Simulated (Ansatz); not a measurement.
Consider C2H3F2N (SMILES NC=C(F)F).

Input file:

```
crystal:
  periodic: [false, false, false]
  atoms:
    - { symbol: "N", position_ang: [-0.4142, 0.7031, 0.9674] }
    - { symbol: C, position_ang: [-0.1684, -0.3751, 0.21] }
    - { symbol: C, position_ang: [0.2241, -0.4407, -1.0708] }
    - { symbol: F, position_ang: [0.27788, 0.68553, -1.831] }
    - { symbol: F, position_ang: [0.39785, -1.63037, -1.68523] }
    - { symbol: H, position_ang: [-0.2269, 0.6767, 1.9407] }
    - { symbol: H, position_ang: [-0.0795, 1.6127, 0.5475] }
    - { symbol: H, position_ang: [-0.2727, -1.2805, 0.7567] }
basis:
  gaussian: { orbitals: def2-SVP }
hamiltonian:
  xc: pbe0
  dispersion: d4
relax:
  f_tol: 0.015
  max_steps: 40
output:
  orbitals: {}
```

Run with:

```sh
ansatz run input.yaml --threads 1 --pin off --max-ram 2048MiB --backend cpu --events-out ev --progress --plain --runs-dir out
```

The fields are those of the relaxed geometry.

Method: RKS PBE0-D4/def2-SVP in Ansatz.

Question: What can the converged electron density and electron localisation function tell about the bonding?

Answer: C–F (1.32 Å): ρ is about 2.5 e/Å³ halfway; the ELF peaks at about 0.85 between the atoms, as expected for a polar covalent bond.
C–C (1.33 Å): ρ at the midpoint is about 2.3 e/Å³; the ELF peaks at about 0.90 between the atoms (a multiple bond).
C–N (1.39 Å): the density is about 2.1 e/Å³ at the midpoint; the ELF peaks at about 0.95 between the atoms: a covalent bond.
N–H (1.02 Å): the density is about 2.8 e/Å³ at the midpoint; the ELF climbs to about 1 towards the hydrogen, as it does in any bond to H: an ordinary covalent bond to hydrogen.

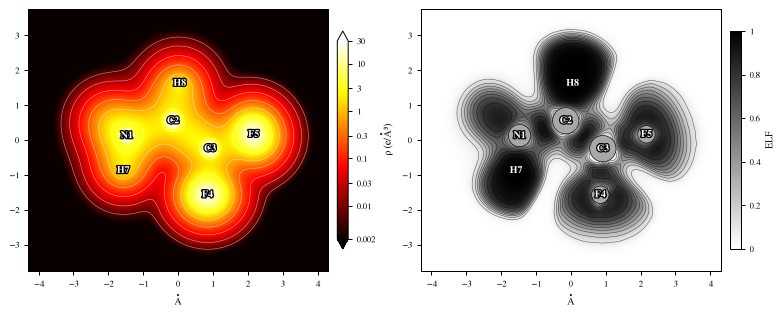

Computed electron density and electron localisation function on the plane of atoms C2, C3 and F4, in this order. Grey discs cover the atomic cores in the ELF map. 
